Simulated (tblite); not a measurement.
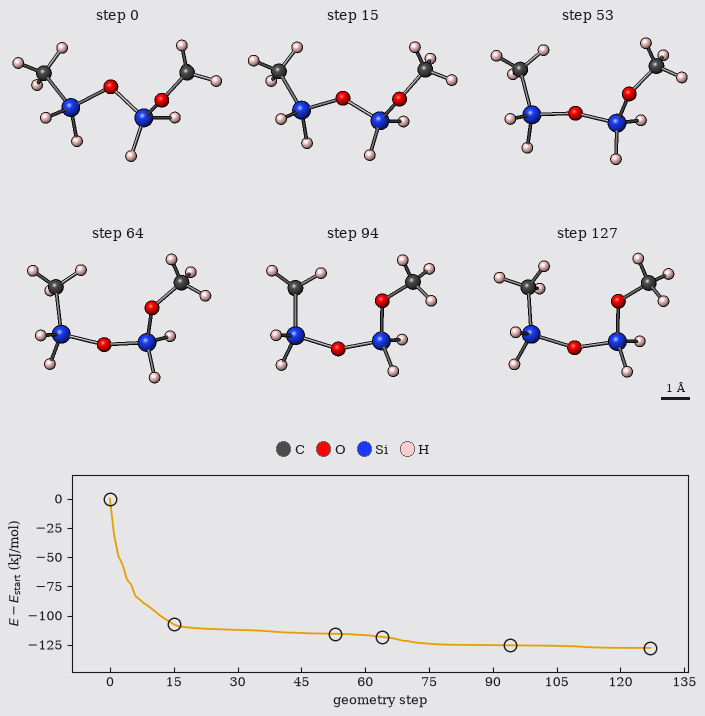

Frames of a relaxation of C$_{2}$H$_{10}$O$_{2}$Si$_{2}$, marked on the history of the run. The picture is a ball-and-stick view, seen at a tilt.

Computed with GFN2-xTB geometry optimisation, gas phase in tblite 0.8.0. 

> What happens along the run?

The energy falls by 127.7 kJ/mol in 127 geometry steps. The largest move after the best rigid fit is that of an O atom, 1.58 Å. Largest moves by element: O 1.58 Å, H 1.30 Å, C 0.61 Å, Si 0.48 Å. Among the contacts that change: O–Si 1.744 → 1.620 Å, O–Si 1.701 → 1.608 Å, C–H 1.122 → 1.093 Å, C–Si 1.870 → 1.896 Å. Bond angles that change, for instance: Si–O–Si 113.4° → 152.5°, C–O–Si 104.9° → 128.5°, O–Si–H 113.9° → 102.3°. Groups turn about O–Si by about 145°, O–Si by about 135°, O–Si by about 95°. From step 0 to 15: an H atom moves most (0.52 Å), energy −107.5 kJ/mol. From step 15 to 53: O and H atoms move most (0.55 Å), energy −8.11 kJ/mol. From step 53 to 64: an O atom moves most (0.48 Å), energy −2.69 kJ/mol. From step 64 to 94: an O atom moves most (0.53 Å), energy −7.20 kJ/mol. From step 94 to 127: an H atom moves most (0.59 Å), energy −2.24 kJ/mol.
